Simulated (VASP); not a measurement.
# YPPd3: what the fields show

```
CELL_PARAMETERS angstrom
4.15047 0.00000 0.00000
0.00000 4.15047 0.00000
0.00000 0.00000 4.15047
ATOMIC_POSITIONS crystal
Y 0.99962 0.99314 0.98002
P 0.50359 0.48716 0.49653
Pd 0.50702 0.50406 0.99877
Pd 0.50591 0.99665 0.53371
Pd 0.00416 0.49287 0.50667
```

Space group P1; a structure from a database of computed crystals, not necessarily the ambient phase; a generated structure, not necessarily the stable one; changed on purpose from its base cell (atoms moved at random by about 0.1 A); not relaxed (largest force 1.7 eV/Å); computed pressure about 29 GPa in this cell.

Method: VASP, Kohn-Sham DFT of a periodic cell, RPBE with D3(BJ), VASP PAW PBE potentials, minimal.

In a PAW calculation such maps are meaningful between the atoms, not at the nuclei.

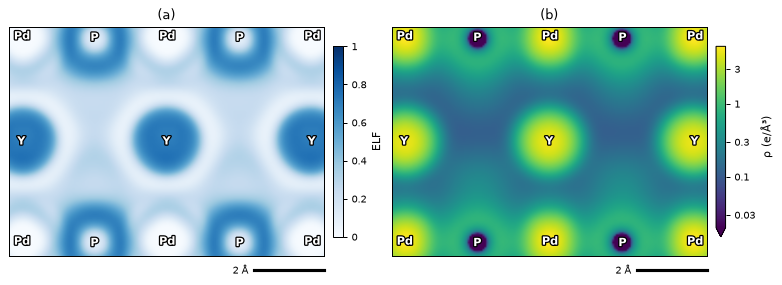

Figure 1. (a) electron localisation function; (b) valence pseudo-density on the (011̄) plane of the conventional cell.

What does the map show?

Atoms in the plane: Y, P and Pd.
Y–P (3.56 Å): the density is about 0.21 e/Å³ at the midpoint, with its minimum of 0.18 e/Å³ about 1.5 Å from Y; the ELF is about 0.25 at the midpoint and 0.10 at its lowest between the atoms: no shared electron pair shows on this line.
P–Pd (2.07 Å): ρ at the midpoint is about 0.89 e/Å³; the ELF peaks at about 0.70 in the valence shell of P, 0.7 Å from its nucleus, and is about 0.50 at the midpoint.
Y–Pd (2.86 Å): the density is about 0.23 e/Å³ at the midpoint; the ELF is about 0.15 at the midpoint; no shared electron pair shows on this line.
Y–Pd (3.01 Å): ρ is about 0.18 e/Å³ halfway; the ELF is about 0.20 at the midpoint; no shared electron pair shows on this line.
Between the atoms the lowest density in this plane is 0.11 e/Å³.
The features right at Y lie inside the PAW spheres, where the map follows smoothed inner orbitals and isn't to be read closely.

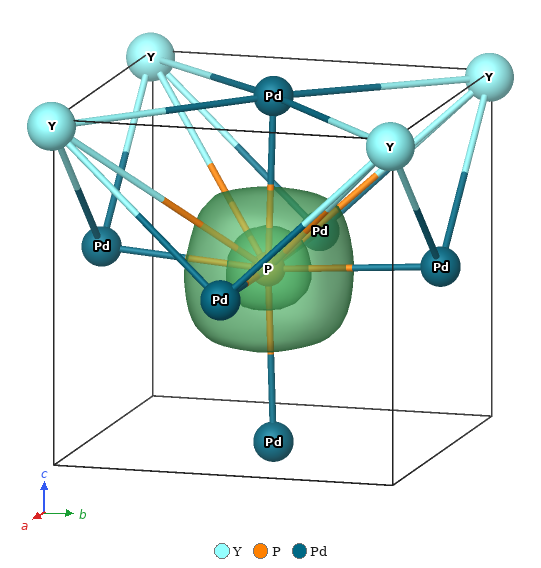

Figure 2. Isosurface of the electron localisation function at 0.55 (green), seen slightly off an axis. Core shells and regions of very low density are left out. Sticks mark near contacts.

Describe the localisation domains.

At this value the surface marks out one region wrapped around P (its valence shell), counted in one cell of 5 atoms. Any copies at cell faces, edges or corners count once. Profiles from the grid: P–Pd (2.04 Å): the ELF peaks at about 0.70 in the valence shell of P, 0.7 Å from its nucleus, and is about 0.50 at the midpoint. Y–Pd (2.76 Å): the ELF is about 0.20 at the midpoint: no shared electron pair shows on this line.
